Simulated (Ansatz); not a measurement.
```xyz
11

C    -1.0409   -1.2827    0.6214
Si    0.4771   -0.5982   -0.1782
F     1.7520   -1.0675    0.6629
F     0.6348   -1.2607   -1.6236
Si    0.5687    1.7321   -0.4199
H    -0.9769   -2.3724    0.6814
H    -1.1570   -0.8889    1.6338
H    -1.9329   -1.0219    0.0470
H     0.4800    2.3756    0.9184
H     1.8395    2.1354   -1.0757
H    -0.5791    2.1926   -1.2467
```

Geometry: PBE0-D4/def2-TZVP.

These are results of Ansatz, RKS PBE0-D4/def2-TZVPP, not measurements.

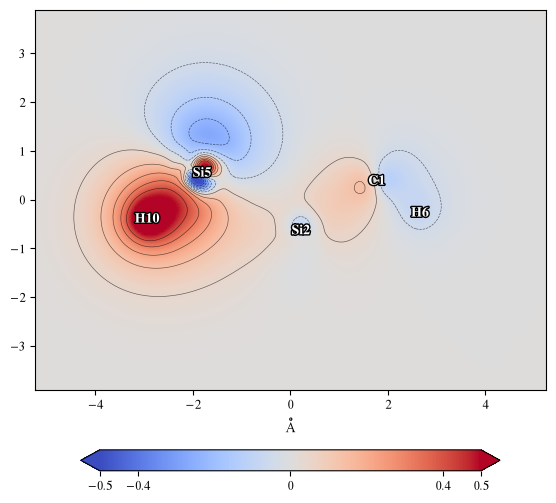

CH$_{6}$F$_{2}$Si$_{2}$. The HOMO−1 on the plane of atoms C1, Si2 and Si5 (values in Å⁻³ᐟ²; the overall sign is arbitrary).

### What is the character of this orbital?

By Hirshfeld shares it lies mainly on Si5 (about 40 %), H10 (about 30 %), H9 (about 10 %) and H11 (about 10 %). Its energy is −10.05 eV.
